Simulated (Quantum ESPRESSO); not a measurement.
## AlGaAs2 (P-4m2): zone-centre phonons

Aim: the zone-centre modes of AlGaAs2 (P-4m2).

Program: Quantum ESPRESSO 7.5. Level of theory: DFT LDA, scalar-relativistic, plane waves, GBRV ultrasoft pseudopotentials. Results are calculated unless marked as measured.

The structure was built from a prototype and need not be the compound's stable phase.

### 1. The starting structure

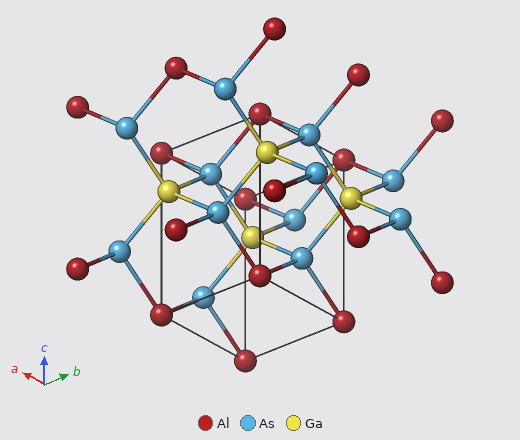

The starting structure, seen from a free direction (aluminium red, arsenic blue, gallium yellow). 2×2×1 cells are drawn. Some periodic images of atoms are drawn too.

### 2. A probe with smearing

Before anything dear is run, a loose run with smearing shows whether this is a metal and how far the cell is from rest.

The input, probe.in:

```
 &control
    calculation='scf',
    prefix='x',
    outdir='./tmp',
    pseudo_dir='./pseudo',
    tprnfor=.true.,
    tstress=.true.,
    verbosity='high',
 /
 &system
    ibrav=6,
    celldm(1)=7.55642678,
    celldm(3)=1.41421356,
    nat=4,
    ntyp=3,
    ecutwfc=50.0,
    ecutrho=300.0,
    occupations='smearing',
    smearing='gaussian',
    degauss=0.01,
 /
 &electrons
    conv_thr=1.0d-07,
    mixing_beta=0.7,
    electron_maxstep=100,
 /
ATOMIC_SPECIES
 Al     26.9815  Al.upf
 As     74.9216  As.upf
 Ga     69.7230  Ga.upf
ATOMIC_POSITIONS crystal
 Al     0.000000000   0.000000000   0.000000000
 As     0.500000000   0.000000000   0.250000000
 As     0.000000000   0.500000000   0.750000000
 Ga     0.500000000   0.500000000   0.500000000
K_POINTS automatic
 4 4 4 0 0 0
```

The run is started by

```console
OMP_NUM_THREADS=1 mpirun -n 4 pw.x -nk 4 -in probe.in > probe.out
```

Log:

```text
[banners, grids, parts of the stress and lines that vanish by symmetry left out]
Program PWSCF v.7.5
     bravais-lattice index     =            6
     lattice parameter (alat)  =       7.5564  a.u.
[...]
kinetic-energy cutoff     =      50.0000  Ry
     charge density cutoff     =     300.0000  Ry
     scf convergence threshold =      1.0E-07
[...]
Exchange-correlation=  SLA  PZ   NOGX NOGC
                           (   1   1   0   0   0   0   0)
[...]
8 Sym. Ops. (no inversion) found
[...]
(     0          1          0      )
                  (     0          0          1      )
[...]
(  0.0000000  1.0000000  0.0000000 )
                  (  0.0000000  0.0000000  1.0000000 )
[...]
(     0         -1          0      )
                  (     0          0          1      )
[...]
(     0          0         -1      )
[...]
( -1.0000000  0.0000000  0.0000000 )
                  (  0.0000000  0.0000000 -1.0000000 )
[...]
number of k points=    18  Gaussian smearing, width (Ry)=  0.0100
[...]
End of self-consistent calculation
[...]
the Fermi energy is     6.2871 ev
!    total energy              =    -501.33598117 Ry
[...]
convergence has been achieved in   9 iterations
[...]
atom    1 type  1   force =     0.00000000    0.00000000    0.00000000
     atom    2 type  2   force =     0.00000000    0.00000000   -0.00054227
     atom    3 type  2   force =     0.00000000    0.00000000    0.00054227
     atom    4 type  3   force =     0.00000000    0.00000000    0.00000000
[...]
Total force =     0.000767     Total SCF correction =     0.000039
[...]
total   stress  (Ry/bohr**3)                   (kbar)     P=       -9.48
[...]
XML data file, charge density, pseudopotentials, collected wavefunctions

   JOB DONE.
```

Elapsed: 11 s, on 4 MPI ranks of Intel Xeon at 2.70GHz, shared host; 44 s of CPU time.

Numbers from this step:

| Quantity | Value |
| --- | --- |
| volume per atom | 22.61 Å³ |
| pressure | -0.9477 GPa |
| gap on the k-mesh | 0.9138 eV |

A gap of 0.91 eV opens on this mesh, so the crystal is taken as an insulator; the start stands at -0.95 GPa.

### 3. Relaxing the cell and atoms

The relaxation runs at a cutoff a fifth above that of the response, since stress converges more slowly with the basis than frequencies do. Forces and stress are brought to rest with tight thresholds.

The input, relax.in:

```
 &control
    calculation='vc-relax',
    prefix='x',
    outdir='./tmp',
    pseudo_dir='./pseudo',
    tprnfor=.true.,
    tstress=.true.,
    forc_conv_thr=2.0d-05,
    etot_conv_thr=1.0d-07,
    nstep=40,
 /
 &system
    ibrav=6,
    celldm(1)=7.55642678,
    celldm(3)=1.41421356,
    nat=4,
    ntyp=3,
    ecutwfc=60,
    ecutrho=360.0,
    occupations='fixed',
    nbnd=18,
 /
 &electrons
    conv_thr=1.0d-11,
    mixing_beta=0.7,
    electron_maxstep=100,
 /
 &ions
 /
 &cell
    press_conv_thr=0.2,
 /
ATOMIC_SPECIES
 Al     26.9815  Al.upf
 As     74.9216  As.upf
 Ga     69.7230  Ga.upf
ATOMIC_POSITIONS crystal
 Al     0.000000000   0.000000000   0.000000000
 As     0.500000000   0.000000000   0.250000000
 As     0.000000000   0.500000000   0.750000000
 Ga     0.500000000   0.500000000   0.500000000
K_POINTS automatic
 6 6 4 0 0 0
```

The run is started by

```console
OMP_NUM_THREADS=1 mpirun -n 4 pw.x -nk 4 -in relax.in > relax.out
```

Log:

```text
[banners, grids, parts of the stress and lines that vanish by symmetry left out]
[banner, memory and clock lines left out]
Program PWSCF v.7.5

[...]
kinetic-energy cutoff     =      60.0000  Ry
     charge density cutoff     =     360.0000  Ry
     scf convergence threshold =      1.0E-11
[...]
energy convergence thresh.=      1.0E-07
     force convergence thresh. =      2.0E-05
     press convergence thresh. =      2.0E-01
     Exchange-correlation=  SLA  PZ   NOGX NOGC
                           (   1   1   0   0   0   0   0)
[...]
8 Sym. Ops. (no inversion) found
[...]
number of k points=    30
[...]
End of self-consistent calculation
[...]
highest occupied, lowest unoccupied level (ev):     5.8107    6.7331
!    total energy              =    -501.34359867 Ry
[...]
convergence has been achieved in  13 iterations
[...]
atom    1 type  1   force =     0.00000000    0.00000000    0.00000000
     atom    2 type  2   force =     0.00000000    0.00000000    0.00006928
     atom    3 type  2   force =     0.00000000    0.00000000   -0.00006928
     atom    4 type  3   force =     0.00000000    0.00000000    0.00000000
     Total force =     0.000098     Total SCF correction =     0.000004
[...]
total   stress  (Ry/bohr**3)                   (kbar)     P=      -12.15
[...]
number of bfgs steps    =   0
[...]
CELL_PARAMETERS (alat=  7.55642678)
[...]
ATOMIC_POSITIONS (crystal)
Al               0.0000000000        0.0000000000        0.0000000000
As               0.5000000000        0.0000000000        0.2500064830
As               0.0000000000        0.5000000000        0.7499935170
Ga               0.5000000000        0.5000000000        0.5000000000
[...]
New effective cutoffs (rho, wfc):  361.53   60.28
[...]
End of self-consistent calculation
[...]
highest occupied, lowest unoccupied level (ev):     5.8789    6.8394
!    total energy              =    -501.34385328 Ry
[...]
convergence has been achieved in   7 iterations
[...]
atom    1 type  1   force =     0.00000000    0.00000000    0.00000000
     atom    2 type  2   force =     0.00000000    0.00000000    0.00006708
     atom    3 type  2   force =     0.00000000    0.00000000   -0.00006708
     atom    4 type  3   force =     0.00000000    0.00000000    0.00000000
     Total force =     0.000095     Total SCF correction =     0.000002
[...]
total   stress  (Ry/bohr**3)                   (kbar)     P=       -7.78
[...]
number of bfgs steps    =   1
[...]
CELL_PARAMETERS (alat=  7.55642678)
[...]
ATOMIC_POSITIONS (crystal)
[...]
New effective cutoffs (rho, wfc):  364.03   60.70
[...]
End of self-consistent calculation
[...]
highest occupied, lowest unoccupied level (ev):     5.9771    6.9740
!    total energy              =    -501.34401982 Ry
[...]
convergence has been achieved in   9 iterations
[...]
atom    1 type  1   force =     0.00000000    0.00000000    0.00000000
     atom    2 type  2   force =     0.00000000    0.00000000    0.00003742
     atom    3 type  2   force =     0.00000000    0.00000000   -0.00003742
     atom    4 type  3   force =     0.00000000    0.00000000    0.00000000
     Total force =     0.000053     Total SCF correction =     0.000000
[...]
total   stress  (Ry/bohr**3)                   (kbar)     P=       -1.29
[...]
!    total energy              =    -501.34403011 Ry
[...]
convergence has been achieved in   9 iterations
[...]
Total force =     0.000064     Total SCF correction =     0.000000
[...]
total   stress  (Ry/bohr**3)                   (kbar)     P=        0.03
[...]
number of bfgs steps    =   7
[...]
highest occupied, lowest unoccupied level (ev):     5.9918    6.9991
!    total energy              =    -501.34403014 Ry
[...]
convergence has been achieved in   6 iterations
[...]
Total force =     0.000050     Total SCF correction =     0.000001
[...]
total   stress  (Ry/bohr**3)                   (kbar)     P=        0.00
[...]
number of bfgs steps    =   8
[...]
small trust_radius: resetting bfgs history
[...]
New effective cutoffs (rho, wfc):  365.65   60.99
[...]
highest occupied, lowest unoccupied level (ev):     5.9918    6.9991
!    total energy              =    -501.34403014 Ry
[...]
convergence has been achieved in   5 iterations
[...]
Total force =     0.000036     Total SCF correction =     0.000000
[...]
total   stress  (Ry/bohr**3)                   (kbar)     P=        0.00
[...]
number of bfgs steps    =   9
[...]
Message from routine bfgs :: compute_trust_radius:
[...]
small trust_radius: resetting bfgs history
[...]
CELL_PARAMETERS (alat=  7.55642678)
[...]
ATOMIC_POSITIONS (crystal)
[...]
New effective cutoffs (rho, wfc):  365.65   60.99
[...]
End of self-consistent calculation
[...]
highest occupied, lowest unoccupied level (ev):     5.9918    6.9990
!    total energy              =    -501.34403014 Ry
[...]
convergence has been achieved in   5 iterations
[...]
atom    1 type  1   force =     0.00000000    0.00000000    0.00000000
     atom    2 type  2   force =     0.00000000    0.00000000   -0.00001886
     atom    3 type  2   force =     0.00000000    0.00000000    0.00001886
     atom    4 type  3   force =     0.00000000    0.00000000    0.00000000
     Total force =     0.000027     Total SCF correction =     0.000000
[...]
total   stress  (Ry/bohr**3)                   (kbar)     P=        0.00
[...]
bfgs converged in  11 scf cycles and  10 bfgs steps
[...]
End of BFGS Geometry Optimization
     Final enthalpy           =    -501.3440301436 Ry
     File ./tmp/x.bfgs deleted, as requested
[...]
CELL_PARAMETERS (alat=  7.55642678)
[...]
ATOMIC_POSITIONS (crystal)
[...]
As               0.0000000000        0.5000000000        0.7499917428
Ga               0.5000000000        0.5000000000        0.5000000000
[...]
Final scf calculation at the relaxed structure.
[...]
kinetic-energy cutoff     =      60.0000  Ry
     charge density cutoff     =     360.0000  Ry
     scf convergence threshold =      1.0E-13
[...]
press convergence thresh. =      2.0E-01
     Exchange-correlation=  SLA  PZ   NOGX NOGC
                           (   1   1   0   0   0   0   0)
[...]
8 Sym. Ops. (no inversion) found
[...]
number of k points=    30
[...]
c_bands:  1 eigenvalues not converged
     c_bands:  1 eigenvalues not converged
[...]
End of self-consistent calculation
[...]
highest occupied, lowest unoccupied level (ev):     5.9918    6.9991
!    total energy              =    -501.34397931 Ry
[...]
convergence has been achieved in  15 iterations
[...]
atom    1 type  1   force =     0.00000000    0.00000000    0.00000000
     atom    2 type  2   force =     0.00000000    0.00000000   -0.00002043
     atom    3 type  2   force =     0.00000000    0.00000000    0.00002043
     atom    4 type  3   force =     0.00000000    0.00000000    0.00000000
     Total force =     0.000029     Total SCF correction =     0.000000
[...]
total   stress  (Ry/bohr**3)                   (kbar)     P=        0.07
[...]
XML data file, charge density, pseudopotentials, collected wavefunctions
```

Elapsed: 3 min, on 4 MPI ranks; 12 min of CPU time.

Step by step:

```
step  energy less that of the first step (eV)  largest force (eV/Å)  pressure (GPa)  volume (Å³)
   1                                   0.0000                0.0018           -1.22        90.42
   2                                  -0.0035                0.0017           -0.78        89.86
   3                                  -0.0057                0.0010           -0.13        89.06
   4                                  -0.0058                0.0003            0.01        88.90
   5                                  -0.0058                0.0001            0.02        88.89
   6                                  -0.0058                0.0004            0.02        88.89
   7                                  -0.0059                0.0009            0.01        88.89
   8                                  -0.0059                0.0012            0.00        88.91
   9                                  -0.0059                0.0009            0.00        88.91
  10                                  -0.0059                0.0007            0.00        88.91
  11                                  -0.0059                0.0005            0.00        88.91
  12                                  -0.0052                0.0005            0.01        88.91
```

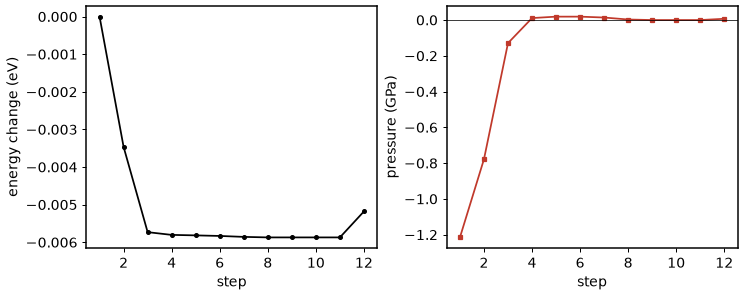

Energy and pressure along the relaxation.

```
conventional cell, symmetrised  before  after  change
                         a (Å)   3.999  3.982  -0.4 %
                         b (Å)   3.999  3.982  -0.4 %
                         c (Å)   5.655  5.608  -0.8 %
              volume (Å³/atom)   22.61  22.23  -1.7 %
```

The relaxed structure:

```
CELL_PARAMETERS angstrom
3.98156 0.00000 0.00000
0.00000 3.98156 0.00000
0.00000 0.00000 5.60840
ATOMIC_POSITIONS crystal
Al 0.00000 0.00000 0.00000
As 0.50000 0.00000 0.25001
As 0.00000 0.50000 0.74999
Ga 0.50000 0.50000 0.50000
```

The last row of the table of steps is pw.x's closing run on a basis chosen anew for the final cell, so its energy can jump.

Numbers from this step:

- volume per atom: 22.23 Å³
- pressure: 0.006667 GPa
- gap on the k-mesh: 1.007 eV

The volume changes by -1.7 % from the cell with which this run began.

### 4. Self-consistent run for the response

Perturbation theory inherits every error of the wavefunctions, so the threshold is set near the limit of the arithmetic. With a gap, occupations are fixed, which also allows the response to an electric field.

The input, scf.in:

```
 &control
    calculation='scf',
    prefix='x',
    outdir='./tmp',
    pseudo_dir='./pseudo',
    tprnfor=.true.,
    tstress=.true.,
 /
 &system
    ibrav=6,
    celldm(1)=7.52406606,
    celldm(3)=1.40859254,
    nat=4,
    ntyp=3,
    ecutwfc=50.0,
    ecutrho=300.0,
    occupations='fixed',
    nbnd=18,
 /
 &electrons
    conv_thr=1.0d-12,
    mixing_beta=0.7,
    electron_maxstep=100,
 /
ATOMIC_SPECIES
 Al     26.9815  Al.upf
 As     74.9216  As.upf
 Ga     69.7230  Ga.upf
ATOMIC_POSITIONS crystal
 Al     0.000000000   0.000000000   0.000000000
 As     0.500000000   0.000000000   0.250008257
 As     0.000000000   0.500000000   0.749991743
 Ga     0.500000000   0.500000000   0.500000000
K_POINTS automatic
 8 8 4 0 0 0
```

The run is started by

```console
OMP_NUM_THREADS=1 mpirun -n 4 pw.x -nk 4 -in scf.in > scf.out
```

Log:

```text
[banners, grids, parts of the stress and lines that vanish by symmetry left out]
[banner, memory and clock lines left out]
Program PWSCF v.7.5

[...]
kinetic-energy cutoff     =      50.0000  Ry
     charge density cutoff     =     300.0000  Ry
     scf convergence threshold =      1.0E-12
[...]
Exchange-correlation=  SLA  PZ   NOGX NOGC
                           (   1   1   0   0   0   0   0)
[...]
8 Sym. Ops. (no inversion) found
[...]
number of k points=    45
[...]
End of self-consistent calculation
[...]
highest occupied, lowest unoccupied level (ev):     5.9899    6.9987
!    total energy              =    -501.34415779 Ry
[...]
convergence has been achieved in  14 iterations
[...]
atom    1 type  1   force =     0.00000000    0.00000000    0.00000000
     atom    2 type  2   force =     0.00000000    0.00000000    0.00003789
     atom    3 type  2   force =     0.00000000    0.00000000   -0.00003789
     atom    4 type  3   force =     0.00000000    0.00000000    0.00000000
     Total force =     0.000054     Total SCF correction =     0.000002
[...]
total   stress  (Ry/bohr**3)                   (kbar)     P=        0.01
[...]
XML data file, charge density, pseudopotentials, collected wavefunctions
```

Elapsed: 28 s, on 4 MPI ranks.

Read from the output:

```
pressure          : 0.001000 GPa
gap on the k-mesh : 1.009 eV
```

The cell stands at 0.0010 GPa, close enough for phonons.

(Continued in part 2 of 3.)

[Host names and launcher messages were left out of these logs when they were recorded.]

[Logs are printed without paths, hosts, clocks, repeated set-up lines and the standing remarks that a program may print on its own settings, such as how far it seeks lower states.]

[Hosts, paths, dates, database ids (printed as entryN), source tags and the programs' standing remarks are cut or masked in the printed files.]
